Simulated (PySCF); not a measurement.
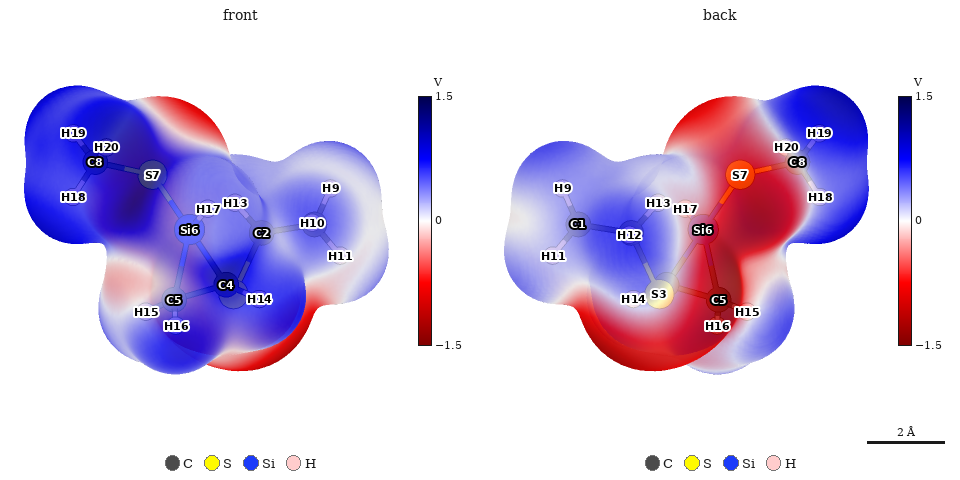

C$_{5}$H$_{12}$S$_{2}$Si. The electrostatic potential painted on the density surface at 0.002 e/bohr³, seen from the front and from behind; red is negative and blue positive.

Geometry: GFN2-xTB.

Theory: PySCF, PBE0/pcSseg-1, SCF density, gas phase, non-relativistic.

```xyz
20

C    -2.8872    0.0348    0.9222
C    -1.9419   -1.1461    0.8288
S    -1.5046   -1.5625   -0.8931
C    -0.6093   -0.0853   -1.3866
C     0.7269   -0.3019   -2.1117
Si    0.8966    0.5941   -0.4680
S     1.6466   -0.4303    1.2430
C     3.4325   -0.1552    1.0110
H    -3.1551    0.2125    1.9618
H    -2.4155    0.9332    0.5285
H    -3.7951   -0.1596    0.3551
H    -2.4046   -2.0521    1.2187
H    -1.0106   -0.9572    1.3657
H    -1.2702    0.6301   -1.8604
H     1.0343   -1.3376   -2.1767
H     0.8394    0.2094   -3.0574
H     1.0867    2.0309   -0.4259
H     3.7581   -0.6192    0.0861
H     3.9284   -0.6216    1.8557
H     3.6395    0.9100    1.0003
```

**Describe the electrostatic potential map.**

The most negative region (about −1.3 V) lies over S3, the most positive (about +1.1 V) over Si6, H19 and H20.
